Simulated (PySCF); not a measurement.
Molecule: SMILES C[Si](C)(O)C[CH2][Al]([OH])[OH] (C₄H₁₃AlO₃Si), singlet. Atoms near the plane z = 1.2 Å, at the GFN2-xTB optimised geometry (x, y, z in Å): Si1 (-0.2, 0.3, 0.0), C2 (-0.9, 2.1, 0.0), C3 (-0.6, -0.6, 1.6), O4 (1.4, 0.3, 0.0), H10 (-0.4, 2.6, 0.8), H12 (-1.9, 2.1, 0.1), H13 (-0.1, -1.6, 1.7), H14 (-0.3, 0.0, 2.5), H15 (-1.7, -0.8, 1.7).

Level of theory: B3LYP/def2-SVP run with PySCF. The values are rescaled to run from 0 to 1.

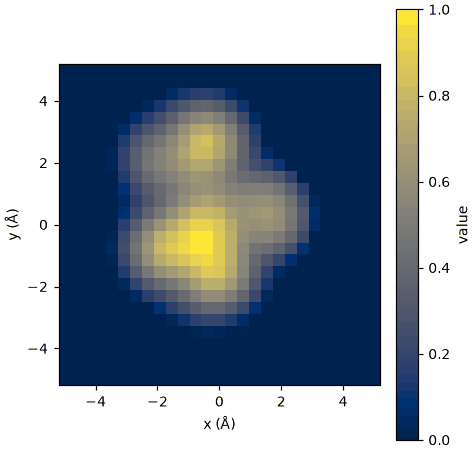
a field on the plane z = 1.2 Å.

### Question
Which quantity is mapped?
A) log10 of the electron density
B) an orbital amplitude
C) Laplacian of the electron density
D) electron localisation function

### Answer
A, log10 of the electron density. In full: log10 of the electron density (e/bohr³), floored at −4.
